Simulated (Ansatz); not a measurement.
```xyz
13

C    -1.6356   -0.6592   -0.4725
C    -1.2010   -1.6971   -1.3530
C    -1.0000   -3.0914   -0.9938
C    -0.1601   -0.1199   -0.0667
H    -2.1520    0.1667   -0.9665
H    -2.1403   -1.0003    0.4331
H    -0.9405   -1.4082   -2.3750
H    -1.7837   -3.6330   -1.5686
H    -1.1321   -3.3136    0.0667
H    -0.0610   -3.4947   -1.3971
H     0.4095   -0.8678    0.4861
H    -0.3861    0.7260    0.5908
H     0.4061    0.2426   -0.9267
```

Geometry: B3LYP/6-31G*.

Level of theory: isolated molecule in a Gaussian basis; Kohn-Sham density functional theory, functional PBE0 in Ansatz 0.2.0.

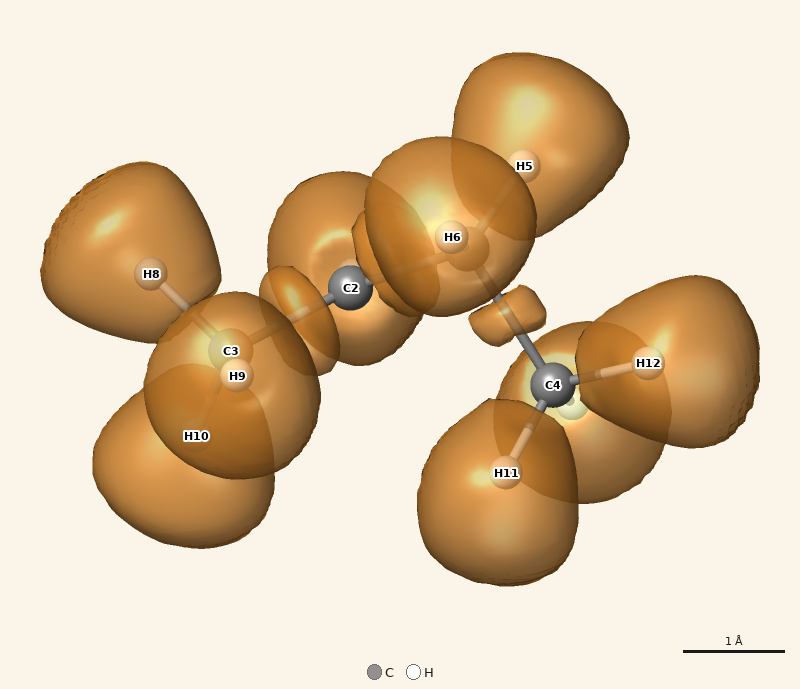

C$_{4}$H$_{9}$ (SMILES C[CH+]CC) (charge +1). Isosurface of the electron localisation function at 0.8 (orange), seen across its widest extent. Only the valence region is drawn (cores and ρ < 0.01 e/Å³ removed).

Where are the electrons localised?

Answer. The surface consists of three regions between bonded C–C atoms (shared pairs) and nine regions around hydrogen nuclei.

Values along the shortest contacts:
C–C (1.43 Å): the ELF peaks at about 0.95 between the atoms: localised, covalent bonding. C–H (1.09 Å): the ELF climbs to about 1 towards the hydrogen, as it does in any bond to H: an ordinary covalent bond to hydrogen.
